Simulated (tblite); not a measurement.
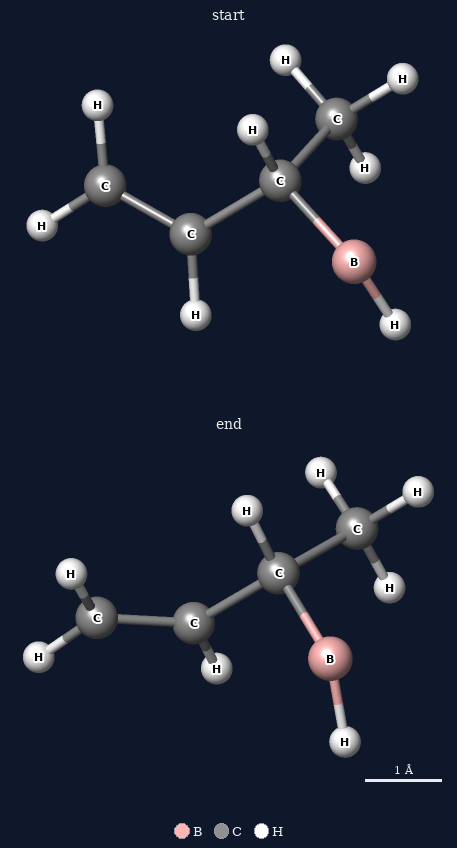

The structure of C4H8B (multiplicity 2) before (top) and after (bottom) a relaxation, at one scale.

The picture is a ball-and-stick view, seen at a tilt.

Theory: GFN2-xTB geometry optimisation, gas phase in tblite 0.8.0. 

Question: What changed between the two?

Answer: The largest move after the best rigid fit is that of an H atom, 1.29 Å. By element the largest moves are H 1.29 Å, C 0.47 Å, B 0.35 Å. Near-neighbour distances that change, for instance: C–H 1.124 → 1.088 Å, B–C 1.594 → 1.567 Å, B–H 1.182 → 1.164 Å, C–H 1.099 → 1.082 Å. Among the angles between lasting bonds that change: B–C–H 107.6° → 114.6°, C–B–H 121.3° → 126.6°, C–C–H 120.0° → 115.2°. Groups turn about C–C by about 60°, B–C by about 25°. The energy falls by 0.243 eV in 73 geometry steps.
